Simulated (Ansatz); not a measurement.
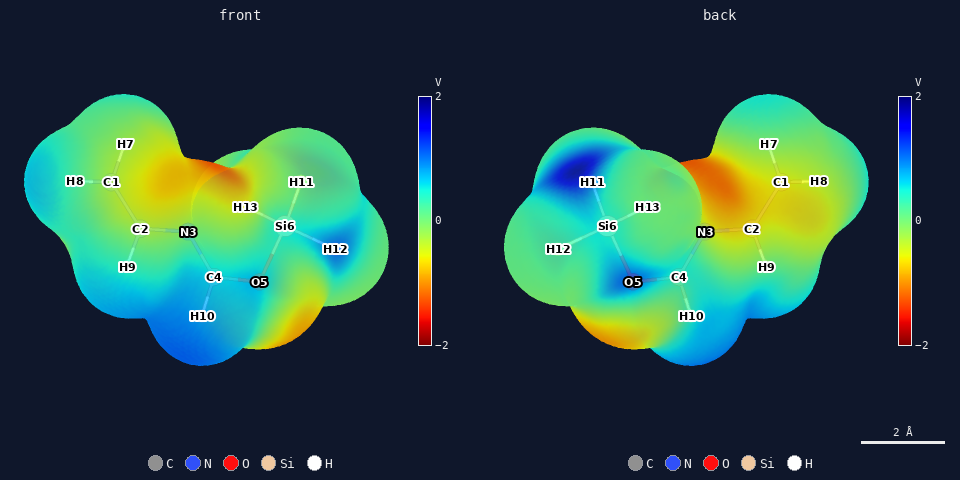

Figure 1: C$_{3}$H$_{7}$NOSi. The molecular electrostatic potential painted on the density surface at 0.002 e/bohr³, seen from the front and from behind; red is negative and blue positive.

All numbers below come from Ansatz 0.2.0, RKS B3LYP/def2-SVP.

The calculation's input:

```
crystal:
  periodic: [false, false, false]
  atoms:
    - { symbol: C, position_ang: [-0.0937, -2.6063, 1.0811] }
    - { symbol: C, position_ang: [-0.6217, -1.705, 0.1635] }
    - { symbol: "N", position_ang: [-0.1607, -0.4288, 0.0585] }
    - { symbol: C, position_ang: [-0.5844, 0.3237, -0.8382] }
    - { symbol: O, position_ang: [-0.3038, 1.586, -1.0918] }
    - { symbol: Si, position_ang: [0.8627, 2.4417, -0.2505] }
    - { symbol: H, position_ang: [0.6738, -2.2638, 1.7569] }
    - { symbol: H, position_ang: [-0.492, -3.5532, 1.136] }
    - { symbol: H, position_ang: [-1.4065, -2.0139, -0.4648] }
    - { symbol: H, position_ang: [-1.4593, 0.0126, -1.5063] }
    - { symbol: H, position_ang: [2.1809, 1.787, -0.406] }
    - { symbol: H, position_ang: [0.9678, 3.806, -0.7943] }
    - { symbol: H, position_ang: [0.4574, 2.5793, 1.1707] }
basis:
  gaussian: { orbitals: def2-SVP }
hamiltonian:
  xc: b3lyp
relax:
  f_tol: 0.02
  max_steps: 50
output:
  orbitals: {}
```

Command:

```sh
ansatz run input.yaml --threads 2 --pin off --max-ram 3072MiB --backend cpu --events-out ev --progress --plain --runs-dir out
```

The fields are those of the relaxed geometry.

**Describe the electrostatic potential map.**

The most negative region (about −1.2 V) lies over N3, the most positive (about +1.7 V) over Si6. N3 is the likeliest acceptor of a hydrogen bond.
